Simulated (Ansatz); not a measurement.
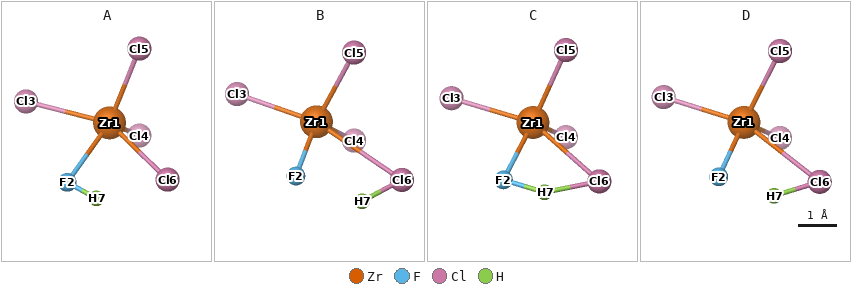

4 geometries from a converged minimum-energy path of ZrHCl4F, made up at the start of ZrCl₃F and HCl, shuffled. Style: ball-and-stick. Shown from a free direction.

These are results of RKS BHLYP-D4/def2-SVP in Ansatz, not measurements. Set-up: 9 movable images; climbing image; force threshold 0.03 eV/Å; iteration limit 60; starting path through a guess of the saddle point.

Which frame is the transition state?

Answer. C. In order along the path, whose images run from 0 to 10: B (image 2, +4.8 kJ/mol), D (image 4, +23.0 kJ/mol), C (image 6, +50.0 kJ/mol), A (image 9, +26.0 kJ/mol). A hydrogen atom shifts from one atom to another. Breaking: Cl6–H7 (1.28 → 1.51 at the top → 2.15 Å). Forming: F2–H7 (2.36 → 1.18 at the top → 0.94 Å).
